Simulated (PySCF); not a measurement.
## Run report: SnO, single-point calculation

The run: single-point calculation of SnO (tin(ii) oxide). Method and program: CCSDT(Q)/STO-6G, RHF (PySCF 2.14.0).

The geometry comes from this level: PBE0-D4/def2-TZVP.

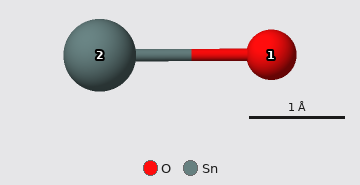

Figure 1. The input geometry (ball-and-stick view, seen at a tilt; atoms are numbered from 1 in the order of the input). Sticks mark near contacts.

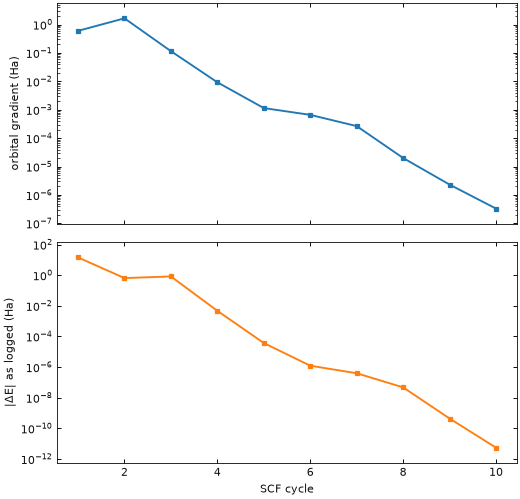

Figure 2. Convergence of the self-consistent field: orbital gradient and size of the energy change against the SCF cycle. The residual comes down, with one marked jump up, by a factor of about 3, at step 2.

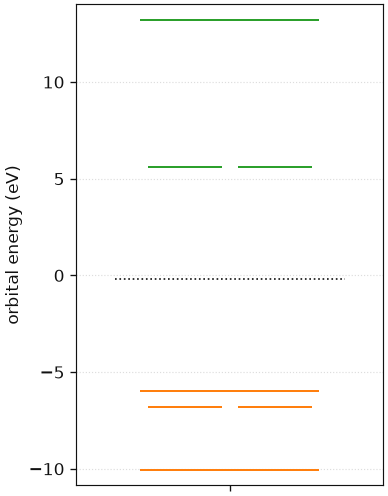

Figure 3. Orbital energies near the frontier (SCF reference); the dotted line parts filled from empty levels, and levels within 0.02 eV of each other stand side by side. Highest filled −5.96 eV, lowest empty 5.63 eV, 11.59 eV apart.

These pictures come from the run below.

**Input (job.py)**
```python
from pyscf import gto, cc

mol = gto.M(
    atom='''
O    0.000000   0.000000  -0.007080
Sn   0.000000   0.000000   1.810660
''',
    verbose=4,
    charge=0,
    basis='sto-6g',
    spin=0,
    max_memory=1860,
)

mf = mol.RHF()
mf.conv_tol = 1e-10
mf.kernel()
if not mf.converged:
    mf = mf.newton().run(mf.mo_coeff, mf.mo_occ)

mycc = cc.CCSDT(mf, frozen=19)
mycc.kernel()
e_bracket, e_q = mycc.ccsdt_q()
etot = mycc.e_tot + e_q
print('E = %.10f Eh' % etot)
```

Launch command:
```bash
OMP_NUM_THREADS=1 python job.py
```

**What the program printed**
```
PySCF version 2.14.0

[INPUT] num. atoms = 2
[INPUT] num. electrons = 58
[INPUT] charge = 0
[INPUT] spin (= nelec alpha-beta = 2S) = 0
[INPUT] symmetry False subgroup None
[INPUT] Mole.unit = angstrom
[INPUT] Symbol           X                Y                Z      unit          X                Y                Z       unit  Magmom
[INPUT]  1 O      0.000000000000   0.000000000000  -0.007080000000 AA    0.000000000000   0.000000000000  -0.013379260962 Bohr   0.0
[INPUT]  2 Sn     0.000000000000   0.000000000000   1.810660000000 AA    0.000000000000   0.000000000000   3.421651504705 Bohr   0.0

nuclear repulsion = 116.447283092191
number of shells = 14
number of NR pGTOs = 192
number of NR cGTOs = 32
basis = sto-6g
ecp = {}

******** <class 'pyscf.scf.hf.RHF'> ********
method = RHF
initial guess = minao
damping factor = 0
level_shift factor = 0
DIIS = <class 'pyscf.scf.diis.CDIIS'>
diis_start_cycle = 1
diis_space = 8
diis_damp = 0
SCF conv_tol = 1e-10
SCF conv_tol_grad = None
SCF max_cycles = 50
direct_scf = True
direct_scf_tol = 1e-13
Set gradient conv threshold to 1e-05
Initial guess from minao.
init E= -6054.09141018188
  HOMO = -0.575506875691339  LUMO = -0.29235497353057  gap/eV = 7.70496
cycle= 1 E= -6068.59763864684  delta_E= -14.5  |g|= 0.602  |ddm|= 2.05
  HOMO = -0.0331170644445269  LUMO = 0.279629188666227  gap/eV = 8.51026
cycle= 2 E= -6067.94773605311  delta_E= 0.65  |g|= 1.66  |ddm|= 2.61
  HOMO = -0.195794565470132  LUMO = 0.201618073792956  gap/eV = 10.81415
cycle= 3 E= -6068.77777805419  delta_E= -0.83  |g|= 0.116  |ddm|= 1.61
  HOMO = -0.220454666304558  LUMO = 0.209826458540251  gap/eV = 11.70855
cycle= 4 E= -6068.7825067671  delta_E= -0.00473  |g|= 0.0093  |ddm|= 0.158
  HOMO = -0.219226448695613  LUMO = 0.206729825685956  gap/eV = 11.59086
cycle= 5 E= -6068.78254411004  delta_E= -3.73e-05  |g|= 0.00115  |ddm|= 0.0163
  HOMO = -0.219299286727367  LUMO = 0.207012917336026  gap/eV = 11.60055
cycle= 6 E= -6068.7825453427  delta_E= -1.23e-06  |g|= 0.000664  |ddm|= 0.00376
  HOMO = -0.219177355534372  LUMO = 0.206930107522973  gap/eV = 11.59497
cycle= 7 E= -6068.78254573981  delta_E= -3.97e-07  |g|= 0.000267  |ddm|= 0.00254
  HOMO = -0.21912605891301  LUMO = 0.206922228012646  gap/eV = 11.59336
cycle= 8 E= -6068.78254578707  delta_E= -4.73e-08  |g|= 2.01e-05  |ddm|= 0.000964
  HOMO = -0.219120115252113  LUMO = 0.206918827987369  gap/eV = 11.59311
cycle= 9 E= -6068.78254578751  delta_E= -4.4e-10  |g|= 2.33e-06  |ddm|= 0.000105
  HOMO = -0.21911982312755  LUMO = 0.206918337364206  gap/eV = 11.59309
cycle= 10 E= -6068.78254578752  delta_E= -5.46e-12  |g|= 3.33e-07  |ddm|= 7.09e-06
  HOMO = -0.219119908196523  LUMO = 0.206918452832613  gap/eV = 11.59309
Extra cycle  E= -6068.78254578752  delta_E= -2.73e-12  |g|= 3.52e-07  |ddm|= 9.24e-07
converged SCF energy = -6068.78254578752

******** <class 'pyscf.cc.rccsdt.RCCSDT'> ********
RCCSDT nocc = 10, nmo = 13
Allocating only the i<=j<=k part of the T3 amplitude in memory
frozen orbitals 19
max_cycle = 50
conv_tol = 1e-07
conv_tol_normt = 1e-06
diis with the T3 amplitude
diis_space = 6
diis_start_cycle = 0
diis_start_energy_diff = 1e+09
einsum_backend: numpy
_make_eris_incore_RCCSDT
blksize  8    blksize_oovv  4    blksize_oooo  4    blksize_vvvv  1

WARN: A large `blksize` is being used, which may cause large memory consumption
      for storing contraction intermediates. If memory is sufficient, consider using
      `pyscf.cc.rccsdt_highm.RCCSDT` instead.

Approximate memory usage estimate
    T3 memory                46.4 KB
    R3 memory                46.4 KB
    Symmetrized T3 memory    23.2 KB
    ERIs memory               223 KB
    T1-ERIs memory            223 KB
    Intermediates memory      223 KB
    Block workspace          47.2 KB
    T3 einsum buffer         47.2 KB
Total estimated memory        880 KB
Init t2, MP2 energy = -6068.957835858068  E_corr(MP2) -0.175290070549
Init E_corr(RCCSDT) = -0.175290070548543
cycle =  1  E_corr(RCCSDT) = -0.091938466126  dE =  8.335160442240e-02  norm(d tamps) = 2.81432844e-01
cycle =  2  E_corr(RCCSDT) = -0.232425078965  dE = -1.404866128389e-01  norm(d tamps) = 4.31238245e-01
cycle =  3  E_corr(RCCSDT) = -0.173294252783  dE =  5.913082618218e-02  norm(d tamps) = 5.20663436e-01
cycle =  4  E_corr(RCCSDT) = -0.168426978655  dE =  4.867274128130e-03  norm(d tamps) = 4.21695773e-02
cycle =  5  E_corr(RCCSDT) = -0.169336876492  dE = -9.098978375467e-04  norm(d tamps) = 1.56292073e-02
cycle =  6  E_corr(RCCSDT) = -0.171707097563  dE = -2.370221070877e-03  norm(d tamps) = 2.14897492e-02
cycle =  7  E_corr(RCCSDT) = -0.172636481287  dE = -9.293837242530e-04  norm(d tamps) = 4.03719809e-03
cycle =  8  E_corr(RCCSDT) = -0.172288726844  dE =  3.477544431182e-04  norm(d tamps) = 2.20064979e-03
cycle =  9  E_corr(RCCSDT) = -0.172314382852  dE = -2.565600737567e-05  norm(d tamps) = 3.54605619e-04
cycle = 10  E_corr(RCCSDT) = -0.172324200819  dE = -9.817967392023e-06  norm(d tamps) = 7.39694745e-05
cycle = 11  E_corr(RCCSDT) = -0.172317211870  dE =  6.988948806935e-06  norm(d tamps) = 4.26946441e-05
cycle = 12  E_corr(RCCSDT) = -0.172320643007  dE = -3.431136483739e-06  norm(d tamps) = 1.88470060e-05
cycle = 13  E_corr(RCCSDT) = -0.172320982295  dE = -3.392878074049e-07  norm(d tamps) = 2.93535982e-06
cycle = 14  E_corr(RCCSDT) = -0.172321017733  dE = -3.543877508116e-08  norm(d tamps) = 1.13187409e-06
cycle = 15  E_corr(RCCSDT) = -0.172321034525  dE = -1.679120875675e-08  norm(d tamps) = 2.34479113e-07
RCCSDT converged
E(RCCSDT) = -6068.954866822044   E_corr = -0.1723210345245378
E_corr(same-spin) = -0.0350765257096305
E_corr(oppo-spin) = -0.137244508814907
_make_eris_incore_RCCSDT
[Q] correction =  1.153971750668e-02    (Q) correction =  2.887266308379e-03
E = -6068.9519795557 Eh
```

**Summary**

```json
{"quantity": "outcome", "value": "converged"}
{"quantity": "total energy", "value": "−6068.951980 hartree"}
{"quantity": "SCF energy", "value": "−6068.782546 hartree"}
{"quantity": "correlation energy", "value": "−0.169434 hartree"}
{"quantity": "basis functions", "value": "32"}
{"quantity": "T1 diagnostic", "value": "0.033"}
{"quantity": "HOMO of the SCF reference", "value": "−5.96 eV"}
{"quantity": "LUMO of the SCF reference", "value": "5.63 eV"}
{"quantity": "hardware", "value": "1 thread of Arm Neoverse V1, 24 GiB of memory available, shared host"}
{"quantity": "wall time", "value": "5.1 s"}
{"quantity": "peak memory", "value": "0.12 GiB"}
```

**Remarks**

The record of the run, not the program, notes: large T1 diagnostic; no relativistic term for heavy atoms.
